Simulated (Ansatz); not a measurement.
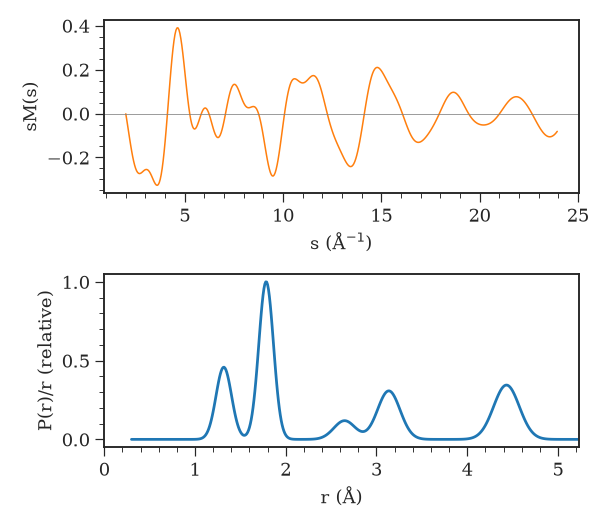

Simulated gas electron diffraction: reduced molecular intensity sM(s) from the Debye equation in the first Born approximation (top) and the radial distribution curve (bottom) of CBBrF (spin multiplicity 2). Each pair of atoms contributes with weight ZᵢZⱼ/r; damping constant 0.002 Å²; vibrational amplitudes assumed, not computed: 0.05 Å for bonds, 0.078 Å for bonds to H, 0.06 + 0.015 r up to 0.15 Å for other pairs. The geometry is the end point of an optimisation (Ansatz, UKS B3LYP/def2-SVP); it may be a saddle point or a higher isomer. SMILES: FB=[C]Br.

> Read the positions of the first 5 clear peaks and name the main pairs (– for bonds).

Peak 1, 1.32 Å: F–B 1.30 Å, C–B 1.35 Å, not resolved
Peak 2, 1.78 Å: Br–C 1.78 Å
Peak 3, 2.65 Å: F···C 2.65 Å
Peak 4, 3.14 Å: Br···B 3.14 Å
Peak 5, 4.43 Å: Br···F 4.43 Å
